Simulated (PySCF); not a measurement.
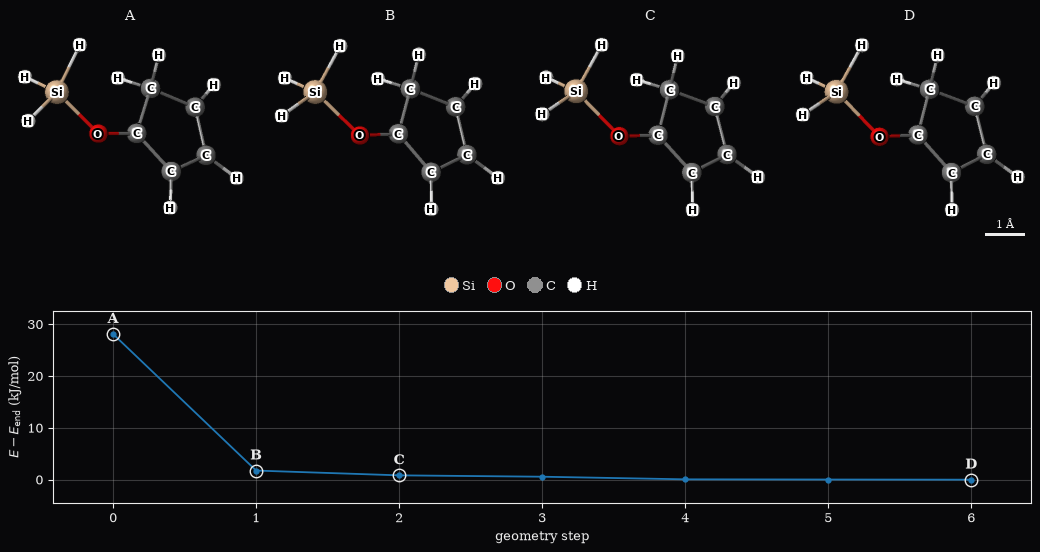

Frames of a relaxation of C₅H₈OSi, marked on the history of the run. Style: ball-and-stick. Shown from a free direction.

The start comes from GFN2-xTB. Its atoms were then displaced at random by about 0.01 Å.

The calculation used PySCF 2.14.0, density-fitted response routines, PBE0-D3(BJ)/def2-SVP geometry optimisation, gas phase. 

Question: What happens along the run?

Answer: The largest move after the best rigid fit is that of an H atom, 0.22 Å. By element the largest moves are H 0.22 Å, O 0.10 Å, C 0.05 Å, Si 0.02 Å. Near-neighbour distances that change, for instance: O–Si 1.598 → 1.676 Å, C–C 1.408 → 1.460 Å, H–Si 1.444 → 1.485 Å, C–H 1.056 → 1.090 Å. Bond angles that change, for instance: O–Si–H 99.7° → 105.5°, Si–O–C 133.1° → 128.6°, H–Si–H 114.4° → 110.7°. Over 6 geometry steps the energy falls by 28.1 kJ/mol. Cost: 2.6 min on 1 thread of Intel(R) Xeon(R) Processor @ 2.50GHz, on a shared host. From step 0 to 1: an H atom moves most (0.23 Å), energy −26.4 kJ/mol. From step 1 to 2: an H atom moves most (0.07 Å), energy −0.92 kJ/mol. From step 2 to 6: an H atom moves most (0.02 Å), energy −0.83 kJ/mol.

```
step  E − E(0), kJ/mol
   0              0.00
   1            -26.35
   2            -27.28
   3            -27.54
   4            -28.05
   5            -28.08
   6            -28.11
```
